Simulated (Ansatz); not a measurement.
**Geometry relaxation of SiNH₅ (part 1 of 2)**

The run: geometry relaxation of SiNH₅. Method and program: RHF/def2-TZVP (Ansatz 0.2.0).

It belongs to a series of runs on one base structure; here: end point B relaxed. Figures and captions count atoms from 1; the log counts them from 0 in places.

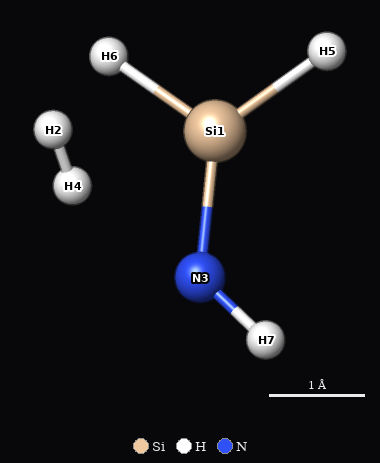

Figure 1. The starting structure (ball-and-stick view, seen at a tilt; atoms are numbered from 1 in the order of the input). Bond lengths as drawn: H–H 0.69 Å, H–N 0.99 Å, H–Si 1.46 to 1.47 Å and N–Si 1.56 Å.

Input file
```yaml
crystal:
  periodic: [false, false, false]
  atoms:
    - { symbol: Si, position_ang: [-0.763435, -0.077936, -0.334423] }
    - { symbol: H, position_ang: [1.089902, -0.634956, 1.592674] }
    - { symbol: "N", position_ang: [0.502931, 0.482144, -1.053083] }
    - { symbol: H, position_ang: [1.271641, -0.348988, 0.990596] }
    - { symbol: H, position_ang: [-1.888471, 0.673315, 0.252421] }
    - { symbol: H, position_ang: [-0.924105, -1.52116, -0.16719] }
    - { symbol: H, position_ang: [0.711536, 1.427782, -1.280994] }
basis:
  gaussian: { orbitals: def2-TZVP }
hamiltonian:
  xc: hf
relax:
  f_tol: 0.03
  max_steps: 50
output:
  orbitals: {}
```

Machine: 2 threads of Intel Xeon (Granite Rapids), 16 GiB of memory available, shared host.

Run as:
```bash
ansatz run input.yaml --threads 2 --pin off --max-ram 3072MiB --backend cpu --events-out ev --progress --plain --runs-dir out
```

Output
```
The last accepted step is kept in [file] (removed where the run ends without a failure and the disk answers)
Engine: ansatz 0.2.0, x86_64-unknown-linux-gnu
Functional definition: HF
  exchange = exact_x
  correlation = 0
710 factors; their error is unknown
mean field evaluation 1: about -9416.9838 eV, gradient 4.4e1 eV
mean field evaluation 2: about -9418.5985 eV, gradient 3.5e1 eV
mean field evaluation 4: about -9421.3300 eV, gradient 5.7e-1 eV
mean field evaluation 8: about -9421.3332 eV, gradient 1.1e-1 eV
mean field evaluation 16: about -9417.1620 eV, gradient 4.4e1 eV
mean field -9421.50246037 eV, -346.2338292950 hartree, gradient 1.9e-5 eV, S^2 0.000000; 0 other end points of the search recorded, 0 dependent functions left out
the calculation of the forces begins
reference -9421.50246037 eV, -346.2338292950 hartree; 13, 13 occupied and 85, 85 virtual orbitals, 710 factors
relax step   1: F+E_penalty+E_count = -9421.50246037 eV  Δ(F+E_penalty+E_count) = +0.000e0 eV  max|allowed force component| = 2.050e0 eV/Å  Δτ_max = 0.0000 Å  (36 SCF iters, accepted)
these checks for a lower state are left out or cut short: starts, cluster_reference, orbital_swaps, neighbouring_geometries, increment
710 factors; their error is unknown
mean field -9421.69947994 eV, -346.2410696307 hartree, gradient 2.1e-5 eV, S^2 0.000000; 0 other end points of the search recorded, 0 dependent functions left out
[... from here on the field's lines of each further geometry are left out, up to the last ...]
relax step   2: F+E_penalty+E_count = -9421.69947994 eV  Δ(F+E_penalty+E_count) = -1.970e-1 eV  max|allowed force component| = 2.818e-1 eV/Å  Δτ_max = 0.1947 Å  (32 SCF iters, accepted)
relax step   3: F+E_penalty+E_count = -9421.77050127 eV  Δ(F+E_penalty+E_count) = -7.102e-2 eV  max|allowed force component| = 1.856e-1 eV/Å  Δτ_max = 0.1928 Å  (31 SCF iters, accepted)
relax step   4: F+E_penalty+E_count = -9421.80283525 eV  Δ(F+E_penalty+E_count) = -3.233e-2 eV  max|allowed force component| = 2.202e-1 eV/Å  Δτ_max = 0.2000 Å  (31 SCF iters, accepted)
relax step   5: F+E_penalty+E_count = -9421.81690901 eV  Δ(F+E_penalty+E_count) = -1.407e-2 eV  max|allowed force component| = 1.750e-1 eV/Å  Δτ_max = 0.2000 Å  (31 SCF iters, accepted)
relax step   6: F+E_penalty+E_count = -9421.81985299 eV  Δ(F+E_penalty+E_count) = -2.944e-3 eV  max|allowed force component| = 1.519e-1 eV/Å  Δτ_max = 0.1192 Å  (32 SCF iters, accepted)
relax step   7: F+E_penalty+E_count = -9421.82333330 eV  Δ(F+E_penalty+E_count) = -3.480e-3 eV  max|allowed force component| = 1.630e-1 eV/Å  Δτ_max = 0.1462 Å  (32 SCF iters, accepted)
relax step   8: F+E_penalty+E_count = -9421.82302636 eV  Δ(F+E_penalty+E_count) = +3.069e-4 eV  max|allowed force component| = 1.959e-1 eV/Å  Δτ_max = 0.1498 Å  (33 SCF iters, rejected (line search))
relax step   9: F+E_penalty+E_count = -9421.82500766 eV  Δ(F+E_penalty+E_count) = -1.674e-3 eV  max|allowed force component| = 4.037e-2 eV/Å  Δτ_max = 0.0736 Å  (32 SCF iters, accepted)
relax step  10: F+E_penalty+E_count = -9421.82627873 eV  Δ(F+E_penalty+E_count) = -1.271e-3 eV  max|allowed force component| = 8.103e-2 eV/Å  Δτ_max = 0.0980 Å  (32 SCF iters, accepted)
relax step  11: F+E_penalty+E_count = -9421.82673181 eV  Δ(F+E_penalty+E_count) = -4.531e-4 eV  max|allowed force component| = 1.841e-1 eV/Å  Δτ_max = 0.1160 Å  (32 SCF iters, accepted)
relax step  12: F+E_penalty+E_count = -9421.82754856 eV  Δ(F+E_penalty+E_count) = -8.167e-4 eV  max|allowed force component| = 1.383e-1 eV/Å  Δτ_max = 0.0180 Å  (32 SCF iters, accepted)
relax step  13: F+E_penalty+E_count = -9421.82792639 eV  Δ(F+E_penalty+E_count) = -3.778e-4 eV  max|allowed force component| = 1.297e-1 eV/Å  Δτ_max = 0.0226 Å  (33 SCF iters, accepted)
relax step  14: F+E_penalty+E_count = -9421.82920367 eV  Δ(F+E_penalty+E_count) = -1.277e-3 eV  max|allowed force component| = 7.187e-2 eV/Å  Δτ_max = 0.0982 Å  (33 SCF iters, accepted)
relax step  15: F+E_penalty+E_count = -9421.82158556 eV  Δ(F+E_penalty+E_count) = +7.618e-3 eV  max|allowed force component| = 5.980e-1 eV/Å  Δτ_max = 0.1977 Å  (38 SCF iters, rejected (line search))
relax step  16: F+E_penalty+E_count = -9421.82876696 eV  Δ(F+E_penalty+E_count) = +4.367e-4 eV  max|allowed force component| = 9.222e-2 eV/Å  Δτ_max = 0.0243 Å  (31 SCF iters, rejected (line search))
relax step  17: F+E_penalty+E_count = -9421.82969233 eV  Δ(F+E_penalty+E_count) = -4.887e-4 eV  max|allowed force component| = 2.214e-2 eV/Å  Δτ_max = 0.0119 Å  (32 SCF iters, accepted)
relax step  18: F+E_penalty+E_count = -9421.83076069 eV  Δ(F+E_penalty+E_count) = -1.068e-3 eV  max|allowed force component| = 9.309e-2 eV/Å  Δτ_max = 0.0971 Å  (32 SCF iters, accepted)
relax step  19: F+E_penalty+E_count = -9421.83122458 eV  Δ(F+E_penalty+E_count) = -4.639e-4 eV  max|allowed force component| = 1.328e-1 eV/Å  Δτ_max = 0.0483 Å  (31 SCF iters, accepted)
relax step  20: F+E_penalty+E_count = -9421.83195759 eV  Δ(F+E_penalty+E_count) = -7.330e-4 eV  max|allowed force component| = 1.578e-1 eV/Å  Δτ_max = 0.0383 Å  (32 SCF iters, accepted)
relax step  21: F+E_penalty+E_count = -9421.83309550 eV  Δ(F+E_penalty+E_count) = -1.138e-3 eV  max|allowed force component| = 1.901e-1 eV/Å  Δτ_max = 0.0806 Å  (32 SCF iters, accepted)
relax step  22: F+E_penalty+E_count = -9421.83401493 eV  Δ(F+E_penalty+E_count) = -9.194e-4 eV  max|allowed force component| = 2.457e-1 eV/Å  Δτ_max = 0.0848 Å  (33 SCF iters, accepted)
relax step  23: F+E_penalty+E_count = -9421.83395837 eV  Δ(F+E_penalty+E_count) = +5.656e-5 eV  max|allowed force component| = 2.118e-1 eV/Å  Δτ_max = 0.0696 Å  (32 SCF iters, rejected (line search))
relax step  24: F+E_penalty+E_count = -9421.83512369 eV  Δ(F+E_penalty+E_count) = -1.109e-3 eV  max|allowed force component| = 9.046e-2 eV/Å  Δτ_max = 0.0335 Å  (32 SCF iters, accepted)
relax step  25: F+E_penalty+E_count = -9421.83627446 eV  Δ(F+E_penalty+E_count) = -1.151e-3 eV  max|allowed force component| = 6.358e-2 eV/Å  Δτ_max = 0.0979 Å  (33 SCF iters, accepted)
relax step  26: F+E_penalty+E_count = -9421.83686310 eV  Δ(F+E_penalty+E_count) = -5.886e-4 eV  max|allowed force component| = 1.218e-1 eV/Å  Δτ_max = 0.1047 Å  (33 SCF iters, accepted)
relax step  27: F+E_penalty+E_count = -9421.83762835 eV  Δ(F+E_penalty+E_count) = -7.652e-4 eV  max|allowed force component| = 7.884e-2 eV/Å  Δτ_max = 0.0276 Å  (32 SCF iters, accepted)
relax step  28: F+E_penalty+E_count = -9421.83875195 eV  Δ(F+E_penalty+E_count) = -1.124e-3 eV  max|allowed force component| = 3.695e-2 eV/Å  Δτ_max = 0.0982 Å  (33 SCF iters, accepted)
relax step  29: F+E_penalty+E_count = -9421.83666647 eV  Δ(F+E_penalty+E_count) = +2.085e-3 eV  max|allowed force component| = 2.984e-1 eV/Å  Δτ_max = 0.1957 Å  (38 SCF iters, rejected (line search))
relax step  30: F+E_penalty+E_count = -9421.83791538 eV  Δ(F+E_penalty+E_count) = +8.366e-4 eV  max|allowed force component| = 1.768e-1 eV/Å  Δτ_max = 0.0178 Å  (32 SCF iters, rejected (line search))
relax step  31: F+E_penalty+E_count = -9421.83901312 eV  Δ(F+E_penalty+E_count) = -2.612e-4 eV  max|allowed force component| = 2.917e-2 eV/Å  Δτ_max = 0.0085 Å  (32 SCF iters, accepted)
relax step  32: F+E_penalty+E_count = -9421.83960156 eV  Δ(F+E_penalty+E_count) = -5.884e-4 eV  max|allowed force component| = 2.207e-2 eV/Å  Δτ_max = 0.0747 Å  (33 SCF iters, accepted)
relax step  33: F+E_penalty+E_count = -9421.83841070 eV  Δ(F+E_penalty+E_count) = +1.191e-3 eV  max|allowed force component| = 1.651e-1 eV/Å  Δτ_max = 0.1425 Å  (32 SCF iters, rejected (line search))
relax step  34: F+E_penalty+E_count = -9421.83979948 eV  Δ(F+E_penalty+E_count) = -1.979e-4 eV  max|allowed force component| = 7.796e-2 eV/Å  Δτ_max = 0.0696 Å  (32 SCF iters, accepted)
relax step  35: F+E_penalty+E_count = -9421.83984150 eV  Δ(F+E_penalty+E_count) = -4.202e-5 eV  max|allowed force component| = 8.286e-2 eV/Å  Δτ_max = 0.0557 Å  (32 SCF iters, accepted)
relax step  36: F+E_penalty+E_count = -9421.84020410 eV  Δ(F+E_penalty+E_count) = -3.626e-4 eV  max|allowed force component| = 4.827e-2 eV/Å  Δτ_max = 0.0123 Å  (33 SCF iters, accepted)
the calculation of the forces begins
reference -9421.84044146 eV, -346.2462498707 hartree; 13, 13 occupied and 85, 85 virtual orbitals, 710 factors
relax step  37: F+E_penalty+E_count = -9421.84044146 eV  Δ(F+E_penalty+E_count) = -2.374e-4 eV  max|allowed force component| = 4.861e-3 eV/Å  Δτ_max = 0.0241 Å  (33 SCF iters, accepted)
710 factors; their error is unknown
mean field evaluation 256: about -9417.6630 eV, gradient 4.3e1 eV
```

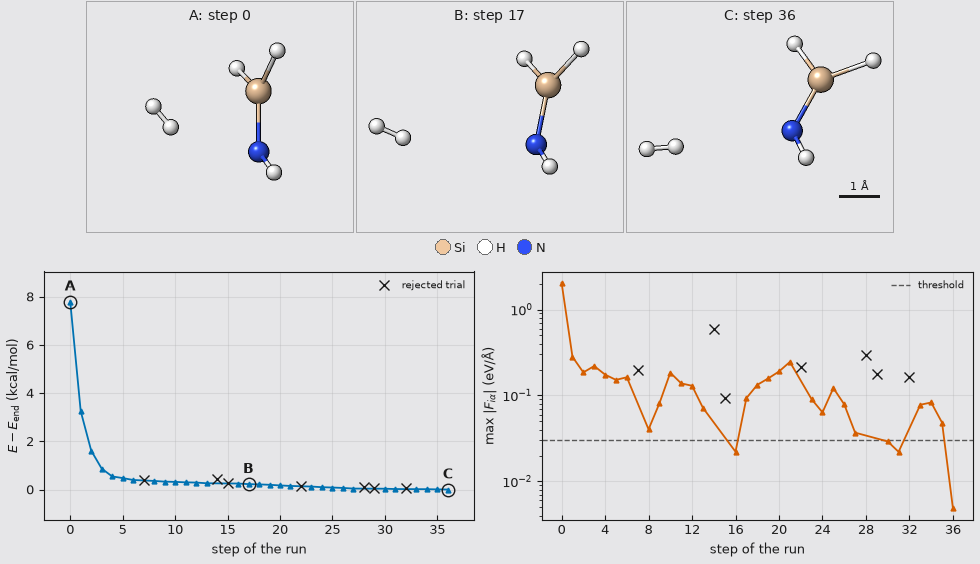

Figure 2. Frames of the relaxation (ball-and-stick view, seen at a tilt) above the curves, on which the letters mark them (the first geometry is step 0 here and step 1 in the log).

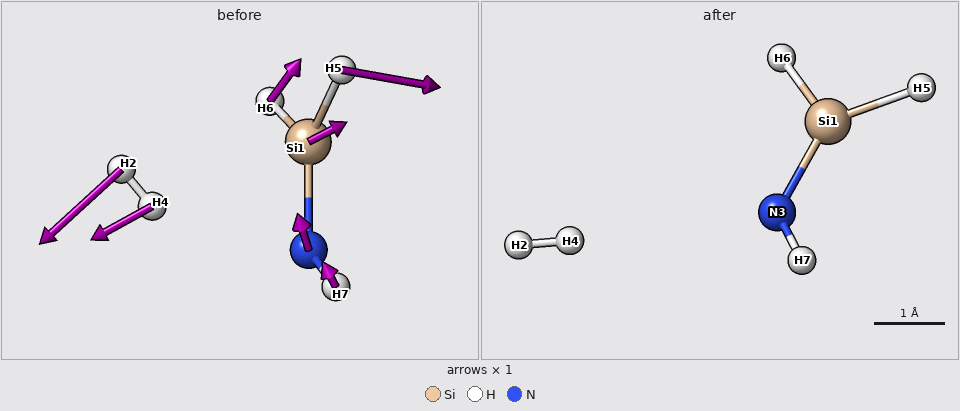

Figure 3. Before (left) and after (right) the relaxation, at one scale (ball-and-stick view, seen at a tilt). The pink arrows give the displacements, at true length. After 36 geometry steps the energy has fallen by 7.79 kcal/mol. Largest force component: 2 eV/Å at the start, 0.0049 eV/Å at the end. The line search rejected the trial steps at points 7, 14, 15, 22, 28, 29, 32 (counted from 0) and went back. The atom that moves furthest after the best rigid fit is H2 (1.61 Å). Largest moves by element: H 1.61 Å, Si 0.64 Å, N 0.62 Å. Among the contacts that change: H2–H4 0.691 → 0.737 Å, Si1–N3 1.560 → 1.566 Å. (Atoms are counted from 1 in the order of the input.)

```
mean field -9421.84044146 eV, -346.2462498707 hartree, gradient 1.7e-5 eV, S^2 0.000000; 1 other end points of the search recorded, 0 dependent functions left out
the calculation of the forces begins
reference -9421.84044146 eV, -346.2462498707 hartree; 13, 13 occupied and 85, 85 virtual orbitals, 710 factors
Total energy: -9421.84044146 eV, -346.2462498707 hartree
Atom 0 at    -1.286466     0.054816    -0.697717 Å, force     0.001824    -0.000042     0.001868 eV/Å
Atom 1 at     2.521089    -0.872321     2.055248 Å, force     0.001383    -0.000356    -0.000204 eV/Å
Atom 2 at     0.196210     0.525754    -0.521679 Å, force     0.003028     0.004720    -0.001471 eV/Å
Atom 3 at     2.086826    -0.610855     1.520739 Å, force    -0.000004    -0.000572    -0.000163 eV/Å
Atom 4 at    -2.403868     0.766892    -1.343442 Å, force    -0.001032    -0.001899    -0.002606 eV/Å
Atom 5 at    -1.700910    -1.250135    -0.181412 Å, force    -0.004861    -0.001285     0.000743 eV/Å
Atom 6 at     0.587118     1.386049    -0.831735 Å, force    -0.000337    -0.000565     0.001833 eV/Å
Dipole moment:    -0.584316     0.075721    -0.210253 e Å
```

Trajectory as extended XYZ (Å, eV, eV/Å), 29 of the 37 frames kept, from step=1 to step=37
```
7
Properties=species:S:1:pos:R:3:forces:R:3 step=1 energy=-9421.50246
Si   -0.7634   -0.0779   -0.3344   -0.2248   0.0878  -0.2456
H     1.0899   -0.6350    1.5927   -0.3586  -0.9458   2.0498
N     0.5029    0.4821   -1.0531   -0.0729   0.2518  -0.4629
H     1.2716   -0.3490    0.9906    0.7551   0.7167  -1.4252
H    -1.8885    0.6733    0.2524   -0.0338  -0.0472   0.0076
H    -0.9241   -1.5212   -0.1672   -0.0509   0.0020   0.0425
H     0.7115    1.4278   -1.2810   -0.0141  -0.0653   0.0338
7
Properties=species:S:1:pos:R:3:forces:R:3 step=2 energy=-9421.69948
Si   -0.8106   -0.0570   -0.4159   -0.0568   0.0136   0.0939
H     1.1785   -0.6980    1.7542    0.0412  -0.1096   0.2818
N     0.4334    0.5060   -1.1750    0.0405   0.1982  -0.1050
H     1.3775   -0.3945    1.1194    0.1579   0.0166   0.0001
H    -1.9099    0.6817    0.2345   -0.0129   0.0033  -0.0566
H    -0.9495   -1.4988   -0.1975   -0.0531   0.0284  -0.1312
H     0.6806    1.4608   -1.3197   -0.1168  -0.1505  -0.0831
7
Properties=species:S:1:pos:R:3:forces:R:3 step=4 energy=-9421.80284
Si   -0.8839   -0.0099   -0.5028   -0.0024  -0.0243   0.0341
H     1.3870   -0.8065    2.0488    0.0092  -0.0271   0.0711
N     0.3478    0.5580   -1.2813    0.0127   0.2202  -0.1563
H     1.6092   -0.5253    1.4078    0.0377   0.0073  -0.0130
H    -1.9819    0.7284    0.1492   -0.0097  -0.0154  -0.0344
H    -1.0237   -1.4577   -0.3281   -0.0175   0.0395   0.0058
H     0.5454    1.5132   -1.4936   -0.0299  -0.2002   0.0926
7
Properties=species:S:1:pos:R:3:forces:R:3 step=5 energy=-9421.81691
Si   -0.9182    0.0096   -0.5481   -0.0126   0.0035  -0.0965
H     1.5153   -0.8578    2.1933    0.0138   0.0104  -0.0178
N     0.2938    0.5785   -1.3605    0.0090   0.1472   0.0239
H     1.6951   -0.5768    1.5368    0.0097  -0.0178   0.0405
H    -2.0188    0.7469    0.1003    0.0227  -0.0037   0.0120
H    -1.0683   -1.4382   -0.3819    0.0105   0.0354   0.0077
H     0.5009    1.5380   -1.5400   -0.0531  -0.1750   0.0301
7
Properties=species:S:1:pos:R:3:forces:R:3 step=6 energy=-9421.81985
Si   -0.9514    0.0158   -0.5651   -0.1519  -0.0472   0.0296
H     1.5822   -0.8718    2.2000    0.0137   0.0040  -0.0015
N     0.3013    0.5742   -1.3152    0.0683   0.0096  -0.0219
H     1.7575   -0.5809    1.5471    0.0045  -0.0110   0.0198
H    -2.0898    0.7623    0.0058    0.0346  -0.0142  -0.0067
H    -1.1045   -1.4274   -0.3680    0.0136   0.0241  -0.0006
H     0.5048    1.5280   -1.5046    0.0170   0.0345  -0.0187
7
Properties=species:S:1:pos:R:3:forces:R:3 step=7 energy=-9421.82333
Si   -1.0046    0.0292   -0.6090   -0.0963   0.0075   0.0885
H     1.7052   -0.9010    2.2734    0.0122   0.0071  -0.0105
N     0.2863    0.5796   -1.3017   -0.0310  -0.1410   0.0279
H     1.8477   -0.6132    1.6110   -0.0027  -0.0106   0.0182
H    -2.1687    0.7853   -0.0975    0.0700  -0.0491  -0.0490
H    -1.1557   -1.4097   -0.3811   -0.0021   0.0231  -0.0227
H     0.4897    1.5301   -1.4951    0.0499   0.1630  -0.0524
7
Properties=species:S:1:pos:R:3:forces:R:3 step=9 energy=-9421.82501
Si   -1.0251    0.0356   -0.6262    0.0111   0.0172   0.0358
H     1.7618   -0.9090    2.3198    0.0126   0.0153  -0.0348
N     0.2749    0.5835   -1.3065   -0.0404  -0.0088   0.0086
H     1.8767   -0.6362    1.6452   -0.0055  -0.0172   0.0389
H    -2.1905    0.7923   -0.1292    0.0171  -0.0184  -0.0268
H    -1.1776   -1.4024   -0.3994   -0.0079   0.0044  -0.0132
H     0.4797    1.5364   -1.5038    0.0129   0.0074  -0.0085
```
